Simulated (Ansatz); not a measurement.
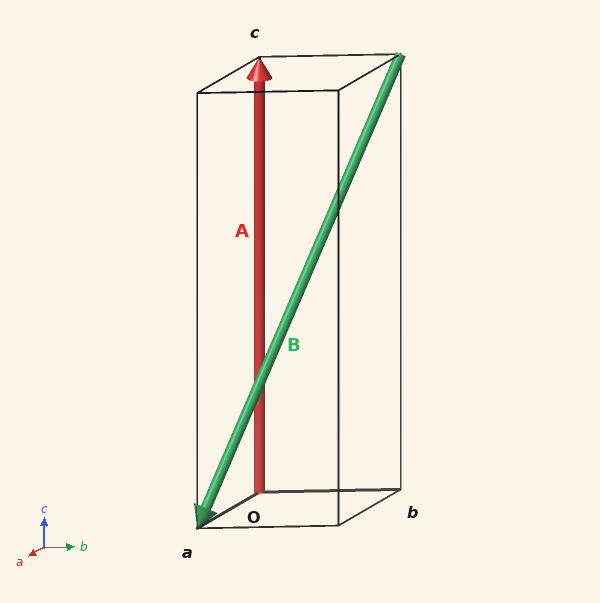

Each arrow starts at a corner of the unit cell and ends on its surface; where a tip isn't a corner, dashed lines run from it parallel to the axes. Crystal: La, the input geometry of an electronic-structure calculation (not necessarily at equilibrium). Symmetry computed with spglib at a tolerance of 0.002 Å; standard conventional cell.

a = 3.770 Å, b = 3.770 Å, c = 12.083 Å, α = 90.00°, β = 90.00°, γ = 120.00°.

Q: Index the directions.

A: Arrow A runs from (0, 0, 0) to (0, 0, 1), so [0 0 1], in four indices [0 0 0 1]; Arrow B runs from (0, 1, 1) to (1, 0, 0), so [1 −1 −1], in four indices [1 −1 0 −1].

Q: How long is the vector ua + vb + wc in each case, and what angles do the directions make?

A: A 12.083 Å; B 13.734 Å. A–B: 151.6°.
